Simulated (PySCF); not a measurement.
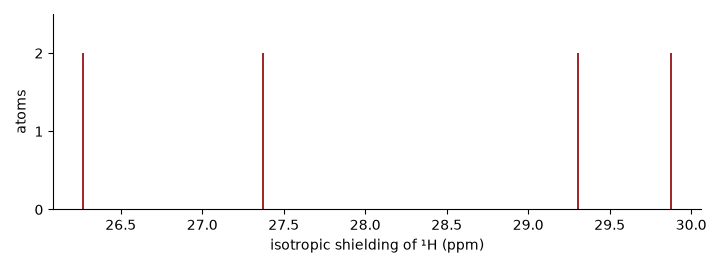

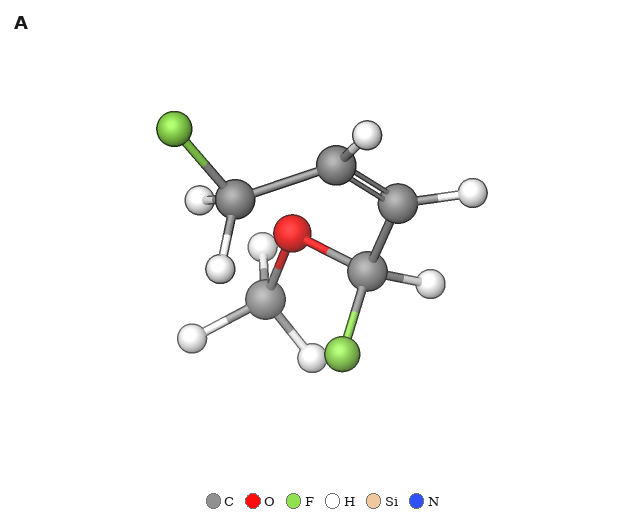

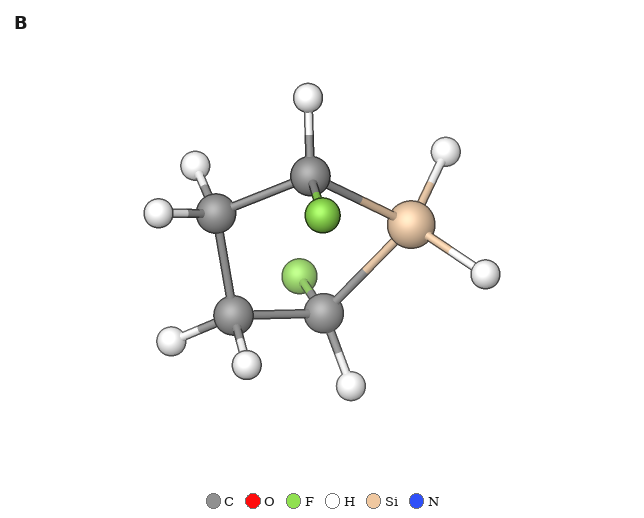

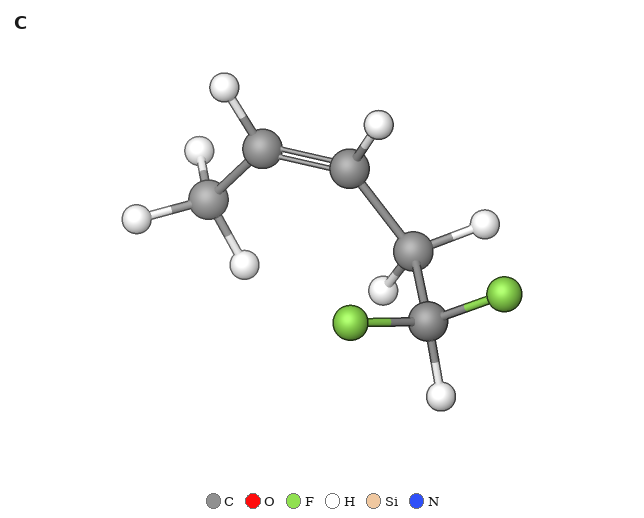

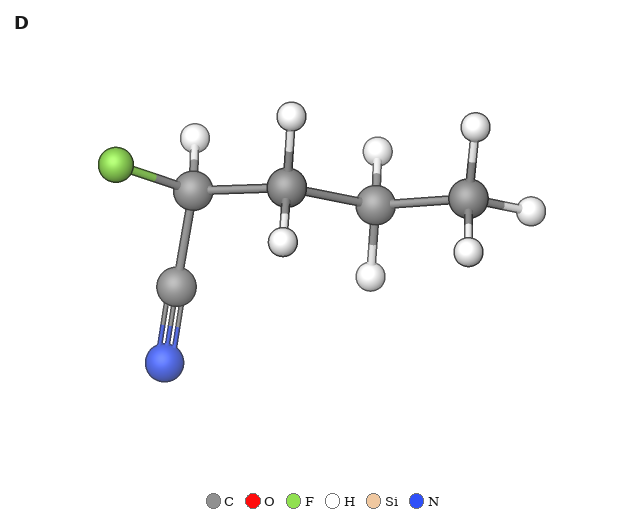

The sticks are computed shieldings of one of the molecules, for one fixed geometry (GFN2-xTB) without averaging over rotations. Low shielding means a high chemical shift. Method: GIAO PBE0/pcSseg-1 NMR shielding, non-relativistic, gas phase (PySCF 2.14.0).

### Which molecule gives this pattern?

B, `F[C@@H]1CC[C@@H](F)[SiH2]1`. Its 8 H atoms give lines at 26.27 (2 atoms), 27.38 (2 atoms), 29.30 (2 atoms), 29.88 (2 atoms) ppm.

The geometry is semi-empirical. Around Si such bond lengths and angles can be off by a tenth of an ångström or more and by several degrees, and values that hang on the shape move with them.
